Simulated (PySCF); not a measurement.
CH4OS2Si, SMILES `[SiH3]O.S=C=S`.

Computed with PySCF, B3LYP/def2-SVPD, geometry: GFN2-xTB. GFN2-xTB bond lengths at metals and heavier atoms can be off by up to 0.1 Å and shapes distorted, which carries into these values.

Coordinates in Å:

```
Si1     -2.1796    0.7669   -0.0617
O2      -2.4372   -0.8225    0.1402
H3      -1.4166    1.0099   -1.2893
H4      -3.5373    1.2774   -0.1285
H5      -1.4195    1.3083    1.0685
H6      -1.7257   -1.4539    0.2066
S7       2.0019    1.3095    0.0380
C8       1.5259   -0.1629   -0.0036
S9       1.0578   -1.6420   -0.0439
```

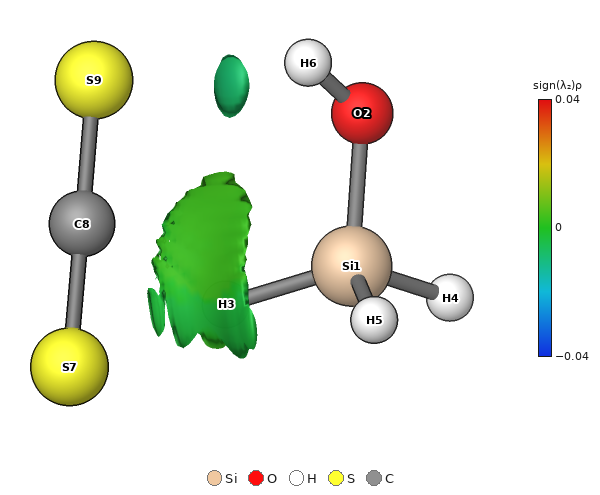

Non-covalent interaction surfaces between the fragments (reduced density gradient s = 0.4, coloured by sign(λ₂)ρ in a.u.; trimmed to the region between the fragments where ρ is under 0.06 a.u.). Fragment A: SiH4O (atoms 1–6); fragment B: CS2.

### Interpret the surfaces between the fragments.

Bond critical points between the fragments: H6···S9, hydrogen bond, 2.80 Å, ρ = 0.008 a.u.; H5···S7, 3.57 Å, ρ = 0.003 a.u. All are weak and appear green, as weak hydrogen bonds do. Several contacts close a ring, whose ring point adds a part with positive λ₂ between them. The pose is a local one from a semi-empirical search, not shown to be the most stable.

### How strongly are they bound?

The counterpoise-corrected interaction energy of the frozen fragments is +0.7 kcal/mol without dispersion correction and −2.7 kcal/mol with D3(BJ). The pair geometry is semi-empirical, not a minimum at this level.
